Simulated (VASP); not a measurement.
Band structure of PbS. Level of theory: LDA (Ceperley-Alder, Perdew-Zunger), VASP's LDA PAW potentials (set 64) (plane waves; VASP 6.6.1).

The cell holds a wide vacuum, so values per volume refer to the whole cell. Unless said otherwise, spin-orbit coupling is left out, though it shifts the bands of the heavy elements here.

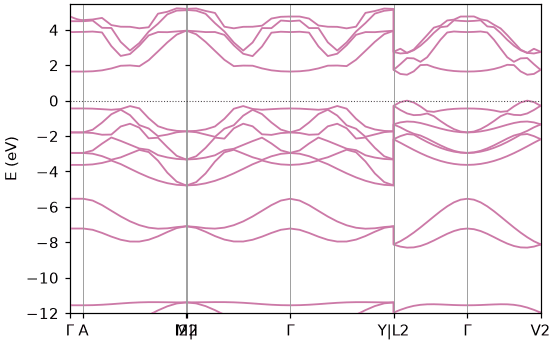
Fig. 1. Bands along high-symmetry lines, zero at the valence-band maximum or, without a gap, the Fermi level

**Question.** Read the plot: is there a gap, and where are the band edges?

**Answer.** The gap is direct, 1.46 eV, from the valence maximum at L2-Γ at 0.18 to the conduction minimum at L2-Γ at 0.18. (Edges off the drawn lines would not show.)

The cell is a sheet with vacuum, built from a database entry that may be metastable or hypothetical.
